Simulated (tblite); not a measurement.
## Run report: C$_{2}$H$_{12}$OSi$_{3}$, geometry relaxation (part 2 of 2)

C$_{2}$H$_{12}$OSi$_{3}$, SMILES COC[SiH]([SiH3])[SiH3]; GFN2-xTB geometry optimisation, gas phase (tblite 0.8.0). It belongs to a series of runs on one base structure; here: H on Si replaced by CH2OCH3.

Geometry of the input (Å):
```
C  -3.1300  0.4563  0.2146
O  -1.8489  0.7436  -0.3139
C  -0.9054  -0.3222  -0.0271
Si 0.8030  -0.0564  -0.7217
Si 2.0888  -1.8515  -0.0591
Si 1.7508  1.7514  0.2961
H  -3.0967  0.3470  1.2991
H  -3.7878  1.3058  -0.0183
H  -3.5435  -0.4480  -0.2439
H  -1.3234  -1.2466  -0.4503
H  -0.8589  -0.4519  1.0552
H  0.7865  0.0588  -2.2015
H  3.4860  -1.6940  -0.5265
H  2.0889  -1.9693  1.4121
H  1.5269  -3.0979  -0.6279
H  1.0561  3.0168  -0.0444
H  1.7214  1.5909  1.7796
H  3.1774  1.8735  -0.1137
```

## Trajectory as extended XYZ, continued
```
18
Properties=species:S:1:pos:R:3:forces:R:3 step=77 energy=-533.64887
C    -2.9505    0.6599    0.1608   -0.0080   0.0070  -0.0010
O    -1.5890    0.6975   -0.1733   -0.0250   0.0090   0.0040
C    -0.8928   -0.4968    0.1206   -0.0170   0.0060  -0.0060
Si    0.8645   -0.1729   -0.5639    0.0080   0.0010  -0.0130
Si    2.1674   -2.0536   -0.1389   -0.0010   0.0060   0.0070
Si    1.4756    1.8963    0.2966    0.0010  -0.0080   0.0010
H    -3.0919    0.4822    1.2355    0.0110   0.0070  -0.0170
H    -3.3714    1.6278   -0.1077    0.0120  -0.0030   0.0150
H    -3.4733   -0.1298   -0.3955    0.0180   0.0000   0.0140
H    -1.3876   -1.3522   -0.3575   -0.0100  -0.0150  -0.0070
H    -0.9048   -0.6849    1.2042   -0.0080  -0.0190   0.0000
H     0.6441   -0.0863   -2.0252    0.0090   0.0020   0.0170
H     3.5271   -1.8540   -0.6447    0.0040  -0.0030  -0.0010
H     2.3066   -2.3561    1.2904   -0.0030   0.0050  -0.0030
H     1.6871   -3.2994   -0.7483    0.0100  -0.0040   0.0010
H     0.6666    3.0371   -0.1310    0.0010   0.0010  -0.0070
H     1.4507    1.8924    1.7655   -0.0030   0.0020   0.0000
H     2.8629    2.1992   -0.0792    0.0020   0.0050  -0.0030
18
Properties=species:S:1:pos:R:3:forces:R:3 step=90 energy=-533.65093
C    -2.9258    0.6925    0.1860   -0.0170  -0.0060  -0.0050
O    -1.5697    0.7002   -0.1673   -0.0040   0.0040   0.0120
C    -0.9030   -0.5188    0.0955    0.0030   0.0120  -0.0110
Si    0.8626   -0.1957   -0.5779   -0.0060  -0.0090   0.0280
Si    2.1866   -2.0580   -0.1368    0.0010   0.0000  -0.0020
Si    1.4429    1.8806    0.2913   -0.0040  -0.0060  -0.0100
H    -3.0589    0.4986    1.2583    0.0220   0.0050   0.0080
H    -3.3269    1.6742   -0.0583    0.0070   0.0180  -0.0010
H    -3.4726   -0.0749   -0.3760   -0.0240  -0.0160  -0.0080
H    -1.4158   -1.3500   -0.4086    0.0130   0.0180   0.0010
H    -0.9301   -0.7346    1.1745    0.0330  -0.0240  -0.0310
H     0.6548   -0.1028   -2.0401    0.0020  -0.0070   0.0110
H     3.5526   -1.8550   -0.6259   -0.0100   0.0190   0.0020
H     2.3085   -2.3282    1.3005    0.0010  -0.0170  -0.0020
H     1.7423   -3.3219   -0.7373   -0.0070   0.0090   0.0160
H     0.6231    3.0017   -0.1651   -0.0040   0.0170   0.0000
H     1.3903    1.8884    1.7598    0.0000  -0.0020  -0.0140
H     2.8304    2.2100   -0.0642   -0.0060  -0.0130   0.0060
18
Properties=species:S:1:pos:R:3:forces:R:3 step=103 energy=-533.65536
C    -2.8815    0.7513    0.2563    0.0110  -0.0010  -0.0030
O    -1.5408    0.7054   -0.1514    0.0140  -0.0070   0.0050
C    -0.9217   -0.5565    0.0096   -0.0070   0.0000   0.0060
Si    0.8612   -0.2380   -0.6154   -0.0070   0.0040  -0.0200
Si    2.2144   -2.0595   -0.1056   -0.0050   0.0150   0.0100
Si    1.3679    1.8531    0.2614   -0.0170   0.0100  -0.0020
H    -2.9808    0.5260    1.3260    0.0120  -0.0140   0.0030
H    -3.2348    1.7630    0.0646   -0.0030   0.0050   0.0040
H    -3.4928    0.0378   -0.3103   -0.0020  -0.0130  -0.0040
H    -1.4627   -1.3244   -0.5594    0.0060   0.0180  -0.0060
H    -0.9514   -0.8623    1.0655   -0.0160   0.0000   0.0050
H     0.7052   -0.1574   -2.0852    0.0020  -0.0170   0.0070
H     3.5769   -1.7940   -0.5732    0.0050  -0.0120   0.0020
H     2.3169   -2.2968    1.3392    0.0030  -0.0040   0.0000
H     1.8379   -3.3572   -0.6779   -0.0110   0.0120  -0.0080
H     0.5575    2.9670   -0.2311    0.0150  -0.0050   0.0030
H     1.2525    1.8547    1.7257   -0.0040   0.0090  -0.0020
H     2.7673    2.1941   -0.0302    0.0030   0.0000   0.0010
18
Properties=species:S:1:pos:R:3:forces:R:3 step=116 energy=-533.65694
C    -2.8462    0.7783    0.2994   -0.0050  -0.0030   0.0060
O    -1.5155    0.7128   -0.1356   -0.0030   0.0130   0.0010
C    -0.9329   -0.5725   -0.0371    0.0150   0.0010   0.0030
Si    0.8615   -0.2584   -0.6333   -0.0010   0.0000   0.0110
Si    2.2314   -2.0528   -0.0821    0.0010  -0.0080  -0.0030
Si    1.3199    1.8438    0.2418   -0.0020   0.0080  -0.0070
H    -2.9279    0.5194    1.3631    0.0000  -0.0090   0.0040
H    -3.1794    1.8036    0.1484    0.0000   0.0040   0.0040
H    -3.4859    0.0973   -0.2759   -0.0010  -0.0040  -0.0090
H    -1.4881   -1.2908   -0.6536   -0.0010  -0.0040  -0.0040
H    -0.9859   -0.9327    1.0002    0.0080  -0.0060   0.0060
H     0.7351   -0.2189   -2.1066   -0.0010   0.0120  -0.0160
H     3.5970   -1.7793   -0.5372   -0.0040  -0.0090   0.0030
H     2.3262   -2.2860    1.3636   -0.0070  -0.0040  -0.0030
H     1.8666   -3.3510   -0.6611    0.0010   0.0020   0.0080
H     0.5272    2.9565   -0.2786    0.0040  -0.0010  -0.0100
H     1.1600    1.8515    1.7015   -0.0040   0.0050   0.0010
H     2.7281    2.1853   -0.0083    0.0010   0.0030   0.0050
18
Properties=species:S:1:pos:R:3:forces:R:3 step=129 energy=-533.66113
C    -2.7992    0.7824    0.3750    0.0100   0.0010   0.0050
O    -1.4690    0.7262   -0.0630    0.0140   0.0270  -0.0100
C    -0.9155   -0.5762   -0.0862    0.0160   0.0050  -0.0060
Si    0.8887   -0.2610   -0.6606    0.0020  -0.0040  -0.0020
Si    2.2297   -2.0654   -0.0586   -0.0080  -0.0090  -0.0030
Si    1.2586    1.8674    0.1911    0.0040   0.0060   0.0120
H    -2.8924    0.4156    1.4052   -0.0020  -0.0250   0.0090
H    -3.1027    1.8271    0.3359   -0.0010   0.0050  -0.0110
H    -3.4543    0.1847   -0.2717    0.0010   0.0050   0.0050
H    -1.4928   -1.2194   -0.7618    0.0060  -0.0210  -0.0030
H    -0.9724   -1.0271    0.9148   -0.0040  -0.0110   0.0030
H     0.7984   -0.2309   -2.1390   -0.0040  -0.0120   0.0080
H     3.6195   -1.8445   -0.4665   -0.0160   0.0200  -0.0150
H     2.2797   -2.2986    1.3900   -0.0230   0.0100  -0.0030
H     1.8448   -3.3568   -0.6413    0.0010   0.0020   0.0050
H     0.5175    2.9584   -0.4417    0.0060  -0.0170   0.0010
H     0.9692    1.9135    1.6284   -0.0010   0.0170   0.0030
H     2.6834    2.2110    0.0584   -0.0010   0.0020   0.0030
18
Properties=species:S:1:pos:R:3:forces:R:3 step=142 energy=-533.66269
C    -2.7786    0.7761    0.4058   -0.0090   0.0020   0.0010
O    -1.4525    0.7273   -0.0448   -0.0070  -0.0050   0.0000
C    -0.9084   -0.5777   -0.1126   -0.0020  -0.0030  -0.0010
Si    0.8974   -0.2581   -0.6743    0.0060   0.0020   0.0020
Si    2.2162   -2.0669   -0.0506   -0.0030   0.0020  -0.0030
Si    1.2479    1.8743    0.1800   -0.0020  -0.0050  -0.0010
H    -2.8684    0.3639    1.4193    0.0060  -0.0070   0.0040
H    -3.0746    1.8237    0.4129    0.0050   0.0040  -0.0010
H    -3.4442    0.2124   -0.2603    0.0030   0.0000  -0.0040
H    -1.4880   -1.1955   -0.8101   -0.0030   0.0010   0.0000
H    -0.9704   -1.0637    0.8722   -0.0020   0.0070  -0.0030
H     0.8193   -0.2379   -2.1532   -0.0020   0.0020   0.0010
H     3.6086   -1.8457   -0.4467    0.0010   0.0020   0.0010
H     2.2326   -2.2787    1.4015    0.0040  -0.0040   0.0030
H     1.8372   -3.3640   -0.6233    0.0000  -0.0010   0.0010
H     0.5314    2.9509   -0.5026    0.0000   0.0000   0.0000
H     0.9085    1.9512    1.6046    0.0030   0.0030  -0.0020
H     2.6771    2.2147    0.0908    0.0000  -0.0010   0.0020
```

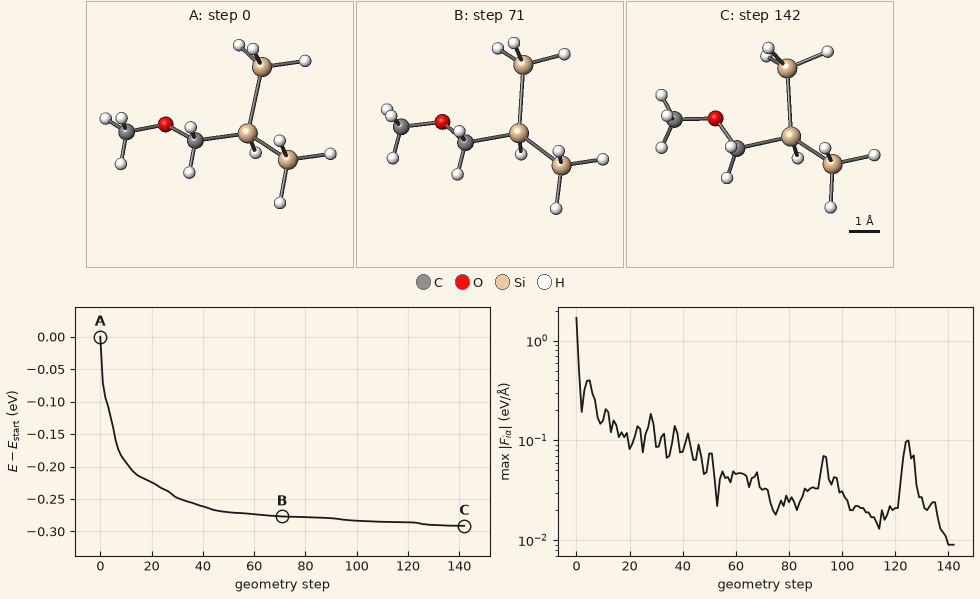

*Frames of the relaxation (ball-and-stick view, seen at a tilt) above the curves, on which the letters mark them (steps are counted from 0).*

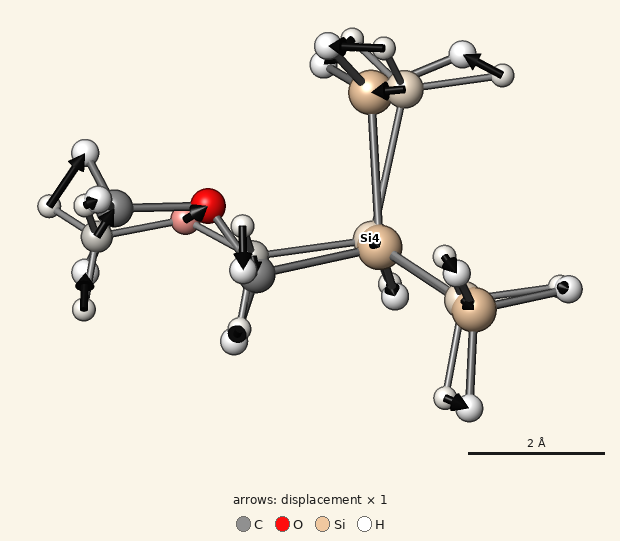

*Start (faint) and end (solid) with the displacements as black arrows, at true length (ball-and-stick view, seen at a tilt). The two geometries are laid on each other by the best rigid fit.*

After 142 geometry steps the energy has fallen by 0.291 eV. Largest force component: 1.7 eV/Å at the start, 0.009 eV/Å at the end. The largest move after the best rigid fit is that of H8, 0.97 Å. By element the largest moves are H 0.97 Å, Si 0.53 Å, C 0.49 Å, O 0.48 Å. Distances before and after: C3–Si4 1.863 → 1.918 Å, Si4–Si6 2.281 → 2.324 Å, O2–C3 1.452 → 1.416 Å, Si6–H17 1.492 → 1.466 Å. Among the angles that change: Si5–Si4–Si6 104.9° → 122.0°, O2–C3–Si4 114.7° → 102.8°, C3–Si4–Si6 109.1° → 100.8°. (Atoms are counted from 1 in the order of the input.)

## Key numbers

- outcome: converged
- total energy: −533.6627 eV
- wall time: 1 s
- peak memory: 0.18 GiB
